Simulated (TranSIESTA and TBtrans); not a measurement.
Junction: Na chain with one bond stretched by 1.5 Å. Leads: straight Na chain, spacing 3.3 Å. Geometry: as built, not relaxed.

Method: TranSIESTA and TBtrans, PBE, DZP numerical orbitals (energy shift 0.15 eV), PseudoDojo norm-conserving scalar-relativistic potentials, mesh cutoff 200 Ry, 300 K, no spin polarisation, no spin-orbit coupling; self-consistent non-equilibrium Green functions.

Energies count from the leads' Fermi level. Transmissions are for one spin of a degenerate pair. The energy step is 0.01 eV; narrower resonances are cut or missed.

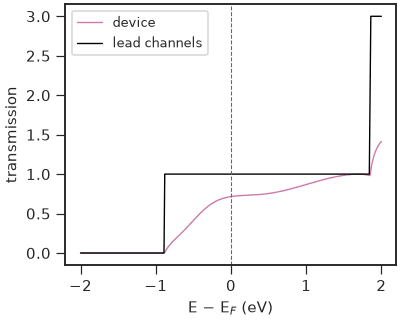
Figure: Transmission against energy

```tsv
E (eV)	T	lead channels
-2.00	0	0
-1.80	0	0
-1.60	0	0
-1.40	0	0
-1.20	0	0
-1.00	0	0
-0.80	0.12	1
-0.60	0.31	1
-0.40	0.51	1
-0.20	0.66	1
0.00	0.72	1
0.20	0.73	1
0.40	0.74	1
0.60	0.77	1
0.80	0.81	1
1.00	0.87	1
1.20	0.92	1
1.40	0.97	1
1.60	1.00	1
1.80	0.99	1
2.00	1.41	3
```

The straight chain is held at its spacing; free chains may zigzag or dimerise. No spin-polarised start was tried, so a magnetic state, if there is one, is missed.
